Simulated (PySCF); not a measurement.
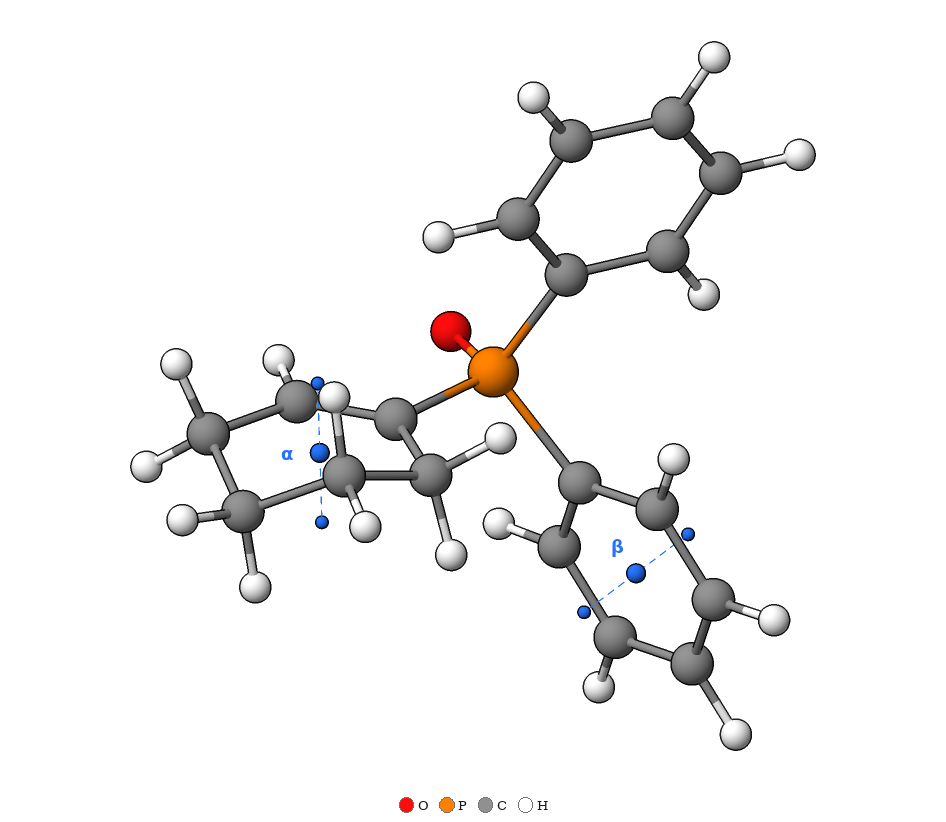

The small points mark where nucleus-independent chemical shifts (NICS) were computed: at the centre of each lettered ring and 1 Å above and below it. Computed geometry: GFN2-xTB optimisation. No frequency run is at hand to confirm it as a minimum. Properties computed with GIAO KT3/pcSseg-1 NMR shielding, non-relativistic, gas phase (PySCF 2.14.0).

Give NICS(0), NICS(1) and the out-of-plane component NICS(1)zz for each ring (means of the two sides).

```json
{"ring": "α", "members": "C6", "NICS(0)": "0.2", "NICS(1)": "−1.6", "NICS(1)zz": "3.1"}
{"ring": "β", "members": "C6", "NICS(0)": "−8.2", "NICS(1)": "−10.7", "NICS(1)zz": "−27.8"}
```

Values in ppm.

> What do the values say about the ring currents?

Ring α: weak, as in a non-aromatic ring. Ring β: diatropic, as in an aromatic ring. NICS is one index among several.

The geometry is semi-empirical. Around P such bond lengths and angles can be off by a tenth of an ångström or more and by several degrees, and values that hang on the shape move with them.
